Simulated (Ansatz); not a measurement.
# CH3BrFSi radical: one molecule under many settings

How do the results and run time of CH3BrFSi radical respond when the settings are drawn wide?

Computed with Ansatz 0.2.0, Gaussian basis. Level: the settings change from run to run.

## 1. The relaxed structure

An earlier PBE0-D4 in a triple-zeta def2 set relaxation fixed the geometry.

SMILES `C[Si](F)Br`, 7 atoms, charge 0, spin multiplicity 2.

Atoms are counted from 1 here; the program's logs count them from 0.

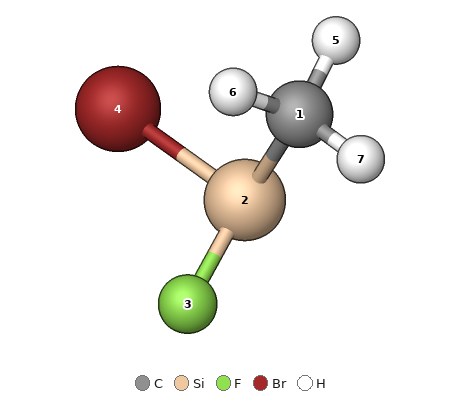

The structure; carbon grey, silicon light orange, fluorine green, bromine red, hydrogen white; atoms are numbered from 1 in the order of the file.

## 2. r2SCAN/6-31G*

Options: D3(BJ) with three-body dispersion, the search for lower states set to light.

in.yaml reads:

```yaml
crystal:
  periodic: [false, false, false]
  atoms:
    - {symbol: C, position_ang: [0.046899, 0.834553, -0.193826]}
    - {symbol: Si, position_ang: [0.403783, -0.993145, -0.216434]}
    - {symbol: F, position_ang: [1.191402, -1.361131, 1.128238]}
    - {symbol: Br, position_ang: [-1.501985, -2.142016, -0.211671]}
    - {symbol: H, position_ang: [-0.529412, 1.118148, -1.075717]}
    - {symbol: H, position_ang: [-0.530596, 1.076044, 0.702965]}
    - {symbol: H, position_ang: [0.981209, 1.399546, -0.179256]}
basis:
  gaussian: {orbitals: "6-31G*"}
magnetization: {spin_polarized: true, initial_magnetization: 1}
hamiltonian: {xc: {name: r2SCAN}, dispersion: d3bjatm}
scf: {lower_state_search: light}
```

Started as:

```bash
$ ansatz run in.yaml --threads 4 --pin off --events-out ev --progress --plain --max-ram 10444MiB
```

Log:

```text
Functional definition: r2SCAN
  name "r2SCAN"
  cite "Furness, Kaplan, Ning, Perdew & Sun, J. Phys. Chem. Lett. 11, 8208 (2020) doi:10.1021/acs.jpclett.0c02405"
  cite "Furness, Kaplan, Ning, Perdew & Sun, J. Phys. Chem. Lett. 11, 9248 (2020) doi:10.1021/acs.jpclett.0c03077"
  parent r2scan
  parameter k0 = 0.174
  parameter k1 = 0.065
  parameter a1 = 4.9479
  exchange = r2scan_x(k0 = k0, k1 = k1, a1 = a1)
  correlation = r2scan_c
983 factors; their error is unknown
mean field evaluation 1: about -81711.5345 eV, gradient 3.6e1 eV
mean field evaluation 2: about -81704.9682 eV, gradient 5.1e1 eV
mean field evaluation 4: about -81716.9321 eV, gradient 3.2e0 eV
mean field evaluation 8: about -81716.9103 eV, gradient 1.6e-1 eV
mean field evaluation 16: about -81716.9104 eV, gradient 2.1e-5 eV
mean field -81716.91036833 eV, -3003.0410663251 hartree, gradient 2.3e-5 eV, S^2 0.752282; 0 other end points of the search recorded, 0 dependent functions left out
reference -81716.91037848 eV, -3003.0410666977 hartree; 34, 33 occupied and 56, 57 virtual orbitals, 983 factors
Total energy: -81716.95320904 eV, -3003.0426406921 hartree
```

It took 1.6 s on 4 threads of INTEL XEON PLATINUM 8581C at 2.10GHz, shared host.

⟨S²⟩ 0.752.

## 3. HSE06/STO-3G

Options: a grid of angular degree 47, relativity set to none, high accuracy.

Changes to in.yaml since step 2:

```diff
@@ -11,5 +11,5 @@
 basis:
-  gaussian: {orbitals: "6-31G*"}
+  gaussian: {orbitals: STO-3G, final_grid: {core_spheres: 20, valence_spheres: 16, degree: 47}}
 magnetization: {spin_polarized: true, initial_magnetization: 1}
-hamiltonian: {xc: {name: r2SCAN}, dispersion: d3bjatm}
-scf: {lower_state_search: light}
+hamiltonian: {xc: {name: HSE06}, pseudopotentials: {relativity: none}}
+accuracy: high
```

The command is unchanged.

Log, shortened:

```text
Functional definition: HSE06
  name "HSE06"
  cite "Heyd, Scuseria & Ernzerhof, J. Chem. Phys. 118, 8207 (2003) doi:10.1063/1.1564060"
  cite "Krukau, Vydrov, Izmaylov & Scuseria, J. Chem. Phys. 125, 224106 (2006) doi:10.1063/1.2404663"
  cite "Heyd & Scuseria, J. Chem. Phys. 120, 7274 (2004) doi:10.1063/1.1668634"
  cite "Ernzerhof & Perdew, J. Chem. Phys. 109, 3313 (1998) doi:10.1063/1.476928"
  cite "Perdew, Burke & Ernzerhof, Phys. Rev. Lett. 77, 3865 (1996) doi:10.1103/PhysRevLett.77.3865"
  parent pbe
[...]
  # The whole range is PBE's own exchange, as in plane waves. The composition of these papers is wPBEh.
[...]
688 factors; integrals over basis functions are off by at most 2.8e-8 eV
72 factors; integrals over basis functions are off by at most 1.0e-9 eV
[...]
mean field -80805.06770412 eV, -2969.5314664844 hartree, gradient 9.2e-8 eV, S^2 0.751189; 0 other end points of the search recorded, 0 dependent functions left out
reference -80805.06770615 eV, -2969.5314665591 hartree; 34, 33 occupied and 6, 7 virtual orbitals, 688 factors
Total energy: -80805.06770615 eV, -2969.5314665591 hartree
```

It took 0.95 s on 4 threads of INTEL XEON PLATINUM 8581C at 2.10GHz, shared host.

⟨S²⟩ 0.751.

## 4. SPW92/def2-mTZVPP

This run has a grid of angular degree 23.

Changes to in.yaml since step 3:

```diff
@@ -11,5 +11,5 @@
 basis:
-  gaussian: {orbitals: STO-3G, final_grid: {core_spheres: 20, valence_spheres: 16, degree: 47}}
+  gaussian: {orbitals: def2-mTZVPP, final_grid: {core_spheres: 8, valence_spheres: 7, degree: 23}}
 magnetization: {spin_polarized: true, initial_magnetization: 1}
-hamiltonian: {xc: {name: HSE06}, pseudopotentials: {relativity: none}}
-accuracy: high
+hamiltonian: {xc: {name: SPW92}}
+output: {forces: true}
```

Same command.

Log, shortened:

```text
Functional definition: SPW92
  name "SPW92"
  cite "Dirac, Proc. Camb. Phil. Soc. 26, 376 (1930) doi:10.1017/S0305004100016108"
  cite "Slater, Phys. Rev. 81, 385 (1951) doi:10.1103/PhysRev.81.385"
  cite "Perdew & Wang, Phys. Rev. B 45, 13244 (1992) doi:10.1103/PhysRevB.45.13244"
[...]
1120 factors; their error is unknown
[...]
mean field -81574.51161022 eV, -2997.8080084858 hartree, gradient 2.8e-5 eV, S^2 0.751005; 0 other end points of the search recorded, 0 dependent functions left out
[...]
reference -81574.51164412 eV, -2997.8080097315 hartree; 34, 33 occupied and 87, 88 virtual orbitals, 1120 factors
Total energy: -81574.51164412 eV, -2997.8080097315 hartree
Atom 0 at     0.046899     0.834553    -0.193826 Å, force     0.061369    -0.382077     0.040440 eV/Å
Atom 1 at     0.403783    -0.993145    -0.216434 Å, force    -0.033738     0.128390    -0.365711 eV/Å
Atom 2 at     1.191402    -1.361131     1.128238 Å, force     0.110686    -0.030284     0.280767 eV/Å
Atom 3 at    -1.501985    -2.142016    -0.211671 Å, force    -0.072369    -0.015640     0.029557 eV/Å
Atom 4 at    -0.529412     1.118148    -1.075717 Å, force    -0.175632     0.071291    -0.277750 eV/Å
Atom 5 at    -0.530596     1.076044     0.702965 Å, force    -0.182193     0.067784     0.287367 eV/Å
Atom 6 at     0.981209     1.399546    -0.179256 Å, force     0.291877     0.160537     0.005331 eV/Å
Dipole moment:     0.029162     0.426557    -0.158010 e Å
```

Run time: 0.5 s. Hardware: 4 threads of INTEL XEON PLATINUM 8581C at 2.10GHz, shared host.

Largest force 0.389 eV/Å, dipole 2.19 D, ⟨S²⟩ 0.751.

## 5. B2GP-PLYP/def2-mTZVP

Changes to in.yaml since step 4:

```diff
@@ -11,5 +11,5 @@
 basis:
-  gaussian: {orbitals: def2-mTZVPP, final_grid: {core_spheres: 8, valence_spheres: 7, degree: 23}}
+  gaussian: {orbitals: def2-mTZVP}
 magnetization: {spin_polarized: true, initial_magnetization: 1}
-hamiltonian: {xc: {name: SPW92}}
+hamiltonian: {xc: {name: B2GP-PLYP}}
 output: {forces: true}
```

Launched as before.

Log, shortened:

```text
Functional definition: B2GP-PLYP
  name "B2GP-PLYP"
  cite "Karton, Tarnopolsky, Lamère, Schatz & Martin, J. Phys. Chem. A 112, 12868 (2008) doi:10.1021/jp801805p"
  cite "Becke, Phys. Rev. A 38, 3098 (1988) doi:10.1103/PhysRevA.38.3098"
  cite "Lee, Yang & Parr, Phys. Rev. B 37, 785 (1988) doi:10.1103/PhysRevB.37.785"
[...]
931 factors; integrals over basis functions are off by at most 1.1e-3 eV
[...]
mean field -81699.71054765 eV, -3002.4089845732 hartree, gradient 7.2e-6 eV, S^2 0.752921; 0 other end points of the search recorded, 0 dependent functions left out
16 core orbitals not correlated: weight in the atoms' cores, before any rotation towards them, 1.000 or more for the frozen orbitals, at most 0.000 for the correlated occupied ones
reference -81699.71066367 eV, -3002.4089888370 hartree; 18, 17 occupied and 71, 72 virtual orbitals, 931 factors
second order -19.55396982 eV of doubles, -0.00000000 eV of singles
[...]
Total energy: -81706.75009280 eV, -3002.6676830862 hartree
Atom 0 at     0.046899     0.834553    -0.193826 Å, force    -0.015123     0.119924    -0.012359 eV/Å
Atom 1 at     0.403783    -0.993145    -0.216434 Å, force     0.037361     0.065765    -0.277683 eV/Å
Atom 2 at     1.191402    -1.361131     1.128238 Å, force     0.177958    -0.076904     0.289609 eV/Å
Atom 3 at    -1.501985    -2.142016    -0.211671 Å, force    -0.198779    -0.128011    -0.005348 eV/Å
Atom 4 at    -0.529412     1.118148    -1.075717 Å, force     0.082690     0.025459     0.145009 eV/Å
Atom 5 at    -0.530596     1.076044     0.702965 Å, force     0.081463     0.020505    -0.138050 eV/Å
Atom 6 at     0.981209     1.399546    -0.179256 Å, force    -0.165570    -0.026738    -0.001177 eV/Å
Dipole moment:     0.078481     0.408271    -0.230027 e Å
```

Wall time 4.1 s (4 threads of INTEL XEON PLATINUM 8581C at 2.10GHz, shared host); peak memory 0.37 GiB.

Largest force 0.349 eV/Å, dipole 2.28 D, ⟨S²⟩ 0.753.

## 6. PBE0/ANO-RCC-VTZP

Options: charge -1, multiplicity 1, high accuracy.

Changes to in.yaml since step 5:

```diff
@@ -11,5 +11,6 @@
 basis:
-  gaussian: {orbitals: def2-mTZVP}
-magnetization: {spin_polarized: true, initial_magnetization: 1}
-hamiltonian: {xc: {name: B2GP-PLYP}}
+  gaussian: {orbitals: ANO-RCC-VTZP}
+total_charge: -1
+hamiltonian: {xc: {name: PBE0}}
+accuracy: high
 output: {forces: true}
```

Same command.

Log, shortened:

```text
Functional definition: PBE0
  name "PBE0"
  cite "Adamo & Barone, J. Chem. Phys. 110, 6158 (1999) doi:10.1063/1.478522"
  cite "Perdew, Burke & Ernzerhof, Phys. Rev. Lett. 77, 3865 (1996) doi:10.1103/PhysRevLett.77.3865"
  parent pbe
[...]
3279 factors; integrals over basis functions are off by at most 4.2e-9 eV
[...]
mean field -82610.63906818 eV, -3035.8849902535 hartree, gradient 1.7e-8 eV, S^2 0.000000; 0 other end points of the search recorded, 0 dependent functions left out
[...]
reference -82610.63907111 eV, -3035.8849903609 hartree; 34, 34 occupied and 145, 145 virtual orbitals, 3279 factors
Total energy: -82610.63907111 eV, -3035.8849903609 hartree
Relativity: scalar
Atom 0 at     0.046899     0.834553    -0.193826 Å, force    -0.775640     0.567970     0.994872 eV/Å
Atom 1 at     0.403783    -0.993145    -0.216434 Å, force     2.645664    -0.392934    -4.092935 eV/Å
Atom 2 at     1.191402    -1.361131     1.128238 Å, force     0.197646     0.041520     2.269911 eV/Å
Atom 3 at    -1.501985    -2.142016    -0.211671 Å, force    -1.887612    -0.514556     0.638039 eV/Å
Atom 4 at    -0.529412     1.118148    -1.075717 Å, force     0.019729    -0.095972    -0.017560 eV/Å
Atom 5 at    -0.530596     1.076044     0.702965 Å, force    -0.234197     0.535804     0.228118 eV/Å
Atom 6 at     0.981209     1.399546    -0.179256 Å, force     0.034411    -0.141832    -0.020446 eV/Å
Dipole moment:    -0.606238    -0.056538     0.245223 e Å
```

Run time: 89 s. Hardware: 4 threads of INTEL XEON PLATINUM 8581C at 2.10GHz, shared host; peak memory 1.1 GiB.

Largest force 4.889 eV/Å.

## 7. r2SCAN/ANO-RCC-VTZP

Set apart from the defaults: charge -1, multiplicity 1, atoms shaken by 0.03 Å, D3(BJ) with three-body dispersion.

in.yaml reads:

```yaml
crystal:
  periodic: [false, false, false]
  atoms:
    - {symbol: C, position_ang: [0.023276, 0.809221, -0.214379]}
    - {symbol: Si, position_ang: [0.433730, -1.053460, -0.187777]}
    - {symbol: F, position_ang: [1.159173, -1.369215, 1.142855]}
    - {symbol: Br, position_ang: [-1.508448, -2.199432, -0.205327]}
    - {symbol: H, position_ang: [-0.505777, 1.102770, -1.096626]}
    - {symbol: H, position_ang: [-0.562416, 1.067059, 0.735131]}
    - {symbol: H, position_ang: [1.023926, 1.413110, -0.145630]}
basis:
  gaussian: {orbitals: ANO-RCC-VTZP}
total_charge: -1
hamiltonian: {xc: {name: r2SCAN}, dispersion: d3bjatm}
output: {forces: true}
```

The command is unchanged.

Log, shortened:

```text
Functional definition: r2SCAN
  name "r2SCAN"
  cite "Furness, Kaplan, Ning, Perdew & Sun, J. Phys. Chem. Lett. 11, 8208 (2020) doi:10.1021/acs.jpclett.0c02405"
  cite "Furness, Kaplan, Ning, Perdew & Sun, J. Phys. Chem. Lett. 11, 9248 (2020) doi:10.1021/acs.jpclett.0c03077"
  parent r2scan
[...]
1358 factors; their error is unknown
[...]
mean field -82622.57495110 eV, -3036.3236258603 hartree, gradient 1.8e-5 eV, S^2 0.000000; 0 other end points of the search recorded, 0 dependent functions left out
[...]
reference -82622.57497037 eV, -3036.3236265683 hartree; 34, 34 occupied and 145, 145 virtual orbitals, 1358 factors
Total energy: -82622.61767149 eV, -3036.3251958055 hartree
Relativity: scalar
Atom 0 at     0.023276     0.809221    -0.214379 Å, force     1.016266     0.948627     2.853190 eV/Å
Atom 1 at     0.433730    -1.053460    -0.187777 Å, force     1.358953     0.509291    -5.691177 eV/Å
Atom 2 at     1.159173    -1.369215     1.142855 Å, force     1.018945    -0.279391     3.981785 eV/Å
Atom 3 at    -1.508448    -2.199432    -0.205327 Å, force    -1.648675    -0.395836     0.588857 eV/Å
Atom 4 at    -0.505777     1.102770    -1.096626 Å, force    -0.399713     0.144995    -0.514309 eV/Å
Atom 5 at    -0.562416     1.067059     0.735131 Å, force     0.308200     0.201969    -1.007238 eV/Å
Atom 6 at     1.023926     1.413110    -0.145630 Å, force    -1.653976    -1.129655    -0.211107 eV/Å
Dipole moment:    -0.547054    -0.103847     0.272174 e Å
```

Wall time 3.9 s (4 threads of INTEL XEON PLATINUM 8581C at 2.10GHz, shared host); peak memory 0.36 GiB.

Largest force 5.873 eV/Å.

## 8. r2SCANh/def2-TZVPD

This run has coordinates scaled by 1.05.

in.yaml reads:

```yaml
crystal:
  periodic: [false, false, false]
  atoms:
    - {symbol: C, position_ang: [0.049244, 0.876281, -0.203518]}
    - {symbol: Si, position_ang: [0.423972, -1.042802, -0.227256]}
    - {symbol: F, position_ang: [1.250972, -1.429188, 1.184650]}
    - {symbol: Br, position_ang: [-1.577085, -2.249116, -0.222255]}
    - {symbol: H, position_ang: [-0.555882, 1.174056, -1.129503]}
    - {symbol: H, position_ang: [-0.557126, 1.129846, 0.738114]}
    - {symbol: H, position_ang: [1.030269, 1.469523, -0.188219]}
basis:
  gaussian: {orbitals: def2-TZVPD}
magnetization: {spin_polarized: true, initial_magnetization: 1}
hamiltonian: {xc: {name: r2SCANh}}
```

The command is unchanged.

Log, shortened:

```text
Functional definition: r2SCANh
  name "r2SCANh"
  cite "Bursch, Neugebauer, Ehlert & Grimme, J. Chem. Phys. 156, 134105 (2022) doi:10.1063/5.0086040"
  cite "Furness, Kaplan, Ning, Perdew & Sun, J. Phys. Chem. Lett. 11, 8208 (2020) doi:10.1021/acs.jpclett.0c02405"
  cite "Furness, Kaplan, Ning, Perdew & Sun, J. Phys. Chem. Lett. 11, 9248 (2020) doi:10.1021/acs.jpclett.0c03077"
  parent r2scan
[...]
1236 factors; their error is unknown
[...]
mean field -81727.43391398 eV, -3003.4277994945 hartree, gradient 4.4e-5 eV, S^2 0.753886; 0 other end points of the search recorded, 0 dependent functions left out
reference -81727.43393702 eV, -3003.4278003410 hartree; 34, 33 occupied and 170, 171 virtual orbitals, 1236 factors
Total energy: -81727.43393702 eV, -3003.4278003410 hartree
```

Run time: 6 s. Hardware: 4 threads of INTEL XEON PLATINUM 8581C at 2.10GHz, shared host; peak memory 0.83 GiB.

⟨S²⟩ 0.754.

## 9. PBE0/def2-TZVPD

This run has a point charge of 1.00 e beside it, high accuracy.

in.yaml reads:

```yaml
crystal:
  periodic: [false, false, false]
  atoms:
    - {symbol: C, position_ang: [0.046899, 0.834553, -0.193826]}
    - {symbol: Si, position_ang: [0.403783, -0.993145, -0.216434]}
    - {symbol: F, position_ang: [1.191402, -1.361131, 1.128238]}
    - {symbol: Br, position_ang: [-1.501985, -2.142016, -0.211671]}
    - {symbol: H, position_ang: [-0.529412, 1.118148, -1.075717]}
    - {symbol: H, position_ang: [-0.530596, 1.076044, 0.702965]}
    - {symbol: H, position_ang: [0.981209, 1.399546, -0.179256]}
basis:
  gaussian: {orbitals: def2-TZVPD, point_charges: [{charge: 1.00, position_ang: [4.073, 0.068, -0.068]}]}
magnetization: {spin_polarized: true, initial_magnetization: 1}
hamiltonian: {xc: {name: PBE0}}
accuracy: high
output: {forces: true}
```

Same command.

Log, shortened:

```text
Functional definition: PBE0
  name "PBE0"
  cite "Adamo & Barone, J. Chem. Phys. 110, 6158 (1999) doi:10.1063/1.478522"
  cite "Perdew, Burke & Ernzerhof, Phys. Rev. Lett. 77, 3865 (1996) doi:10.1103/PhysRevLett.77.3865"
  parent pbe
[...]
3179 factors; integrals over basis functions are off by at most 4.5e-9 eV
[...]
mean field -81715.74981534 eV, -3002.9984167891 hartree, gradient 7.6e-8 eV, S^2 0.753132; 0 other end points of the search recorded, 0 dependent functions left out
[...]
reference -81715.74981985 eV, -3002.9984169548 hartree; 34, 33 occupied and 170, 171 virtual orbitals, 3179 factors
Total energy: -81715.74981985 eV, -3002.9984169548 hartree
Atom 0 at     0.046899     0.834553    -0.193826 Å, force     0.112324    -0.084605    -0.135105 eV/Å
Atom 1 at     0.403783    -0.993145    -0.216434 Å, force    -0.819183    -0.061653     0.281051 eV/Å
Atom 2 at     1.191402    -1.361131     1.128238 Å, force     0.391543     0.030795     0.098935 eV/Å
Atom 3 at    -1.501985    -2.142016    -0.211671 Å, force     0.710313     0.239876    -0.215613 eV/Å
Atom 4 at    -0.529412     1.118148    -1.075717 Å, force     0.031535     0.038664    -0.017102 eV/Å
Atom 5 at    -0.530596     1.076044     0.702965 Å, force    -0.006820    -0.060218     0.023983 eV/Å
Atom 6 at     0.981209     1.399546    -0.179256 Å, force    -0.036936     0.141346    -0.013875 eV/Å
Dipole moment:    -0.751347     0.201269    -0.165487 e Å
```

Run time: 17 s. Hardware: 4 threads of INTEL XEON PLATINUM 8581C at 2.10GHz, shared host; peak memory 1.4 GiB.

Largest force 0.868 eV/Å, dipole 3.82 D, ⟨S²⟩ 0.753.

## 10. B3LYP5/ANO-RCC-VTZP

Set apart from the defaults: multiplicity 4, density fitting with cc-pVTZ-jkfit, the search for lower states set to full.

Changes to in.yaml since step 9:

```diff
@@ -11,6 +11,6 @@
 basis:
-  gaussian: {orbitals: def2-TZVPD, point_charges: [{charge: 1.00, position_ang: [4.073, 0.068, -0.068]}]}
-magnetization: {spin_polarized: true, initial_magnetization: 1}
-hamiltonian: {xc: {name: PBE0}}
-accuracy: high
+  gaussian: {orbitals: ANO-RCC-VTZP, fitting: {mean_field: cc-pVTZ-jkfit}}
+magnetization: {spin_polarized: true, initial_magnetization: 3}
+hamiltonian: {xc: {name: B3LYP5}}
+scf: {lower_state_search: full}
 output: {forces: true}
```

Launched as before.

Log, shortened:

```text
Functional definition: B3LYP5
  name "B3LYP5"
  cite "Stephens, Devlin, Chabalowski & Frisch, J. Phys. Chem. 98, 11623 (1994) doi:10.1021/j100096a001"
  cite "Becke, Phys. Rev. A 38, 3098 (1988) doi:10.1103/PhysRevA.38.3098"
  cite "Lee, Yang & Parr, Phys. Rev. B 37, 785 (1988) doi:10.1103/PhysRevB.37.785"
  cite "Vosko, Wilk & Nusair, Can. J. Phys. 58, 1200 (1980) doi:10.1139/p80-159"
[...]
576 factors; integrals over basis functions are off by at most 4.1e-1 eV
[...]
mean field -82612.08240767 eV, -3035.9380320012 hartree, gradient 6.0e-6 eV, S^2 3.754278; 14 other end points of the search recorded, 0 dependent functions left out
[...]
reference -82612.08269473 eV, -3035.9380425504 hartree; 35, 32 occupied and 144, 147 virtual orbitals, 576 factors
Total energy: -82612.08269473 eV, -3035.9380425504 hartree
Relativity: scalar
Atom 0 at     0.046899     0.834553    -0.193826 Å, force    -0.382623     1.250016    -0.012343 eV/Å
Atom 1 at     0.403783    -0.993145    -0.216434 Å, force     4.522732     2.165618    -1.121531 eV/Å
Atom 2 at     1.191402    -1.361131     1.128238 Å, force     0.591846    -0.431563     1.066926 eV/Å
Atom 3 at    -1.501985    -2.142016    -0.211671 Å, force    -4.926723    -3.120853     0.080686 eV/Å
Atom 4 at    -0.529412     1.118148    -1.075717 Å, force     0.046264    -0.004169     0.056494 eV/Å
Atom 5 at    -0.530596     1.076044     0.702965 Å, force    -0.006683     0.032188    -0.083277 eV/Å
Atom 6 at     0.981209     1.399546    -0.179256 Å, force     0.155186     0.108763     0.013046 eV/Å
Dipole moment:    -0.149218     0.306084    -0.144398 e Å
```

Run time: 31 s. Hardware: 4 threads of INTEL XEON PLATINUM 8581C at 2.10GHz, shared host; peak memory 1 GiB.

Largest force 5.833 eV/Å, dipole 1.78 D, ⟨S²⟩ 3.754.

## 11. The runs in one table

```tsv
level	charge	multiplicity	geometry	functions	energy (eV)	time
r2SCAN/6-31G*	0	2	relaxed	90	-81716.953	1.6 s
HSE06/STO-3G	0	2	relaxed	40	-80805.068	0.95 s
SPW92/def2-mTZVPP	0	2	relaxed	121	-81574.512	0.5 s
B2GP-PLYP/def2-mTZVP	0	2	relaxed	105	-81706.750	4.1 s
PBE0/ANO-RCC-VTZP	-1	1	relaxed	179	-82610.639	89 s
r2SCAN/ANO-RCC-VTZP	-1	1	shaken	179	-82622.618	3.9 s
r2SCANh/def2-TZVPD	0	2	scaled	204	-81727.434	6 s
PBE0/def2-TZVPD	0	2	relaxed, point charge	204	-81715.750	17 s
B3LYP5/ANO-RCC-VTZP	0	4	relaxed	179	-82612.083	31 s
```

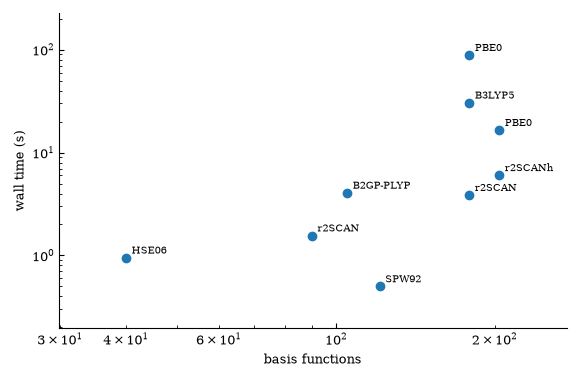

Wall time against the number of basis functions (shared host).

## 12. What came out

| quantity | value |
| --- | --- |
| runs | 9 |
| quickest | SPW92/def2-mTZVPP, 0.5 s |
| slowest | PBE0/ANO-RCC-VTZP, 89 s |
| spread of total energies, same state and geometry | 911.9 eV |
| dipole, same state and geometry | 2.19 to 2.28 D |

**Reading.** Run time spans a factor of 177, from SPW92/def2-mTZVPP to PBE0/ANO-RCC-VTZP. The jobs differ in tasks and options as well as level. The totals spread over 912 eV; they can't be compared across methods or bases. At the PBE0-D4/def2-TZVP geometry and in the same state, runs without warnings or point charges leave forces up to 0.39 eV/Å (SPW92/def2-mTZVPP).
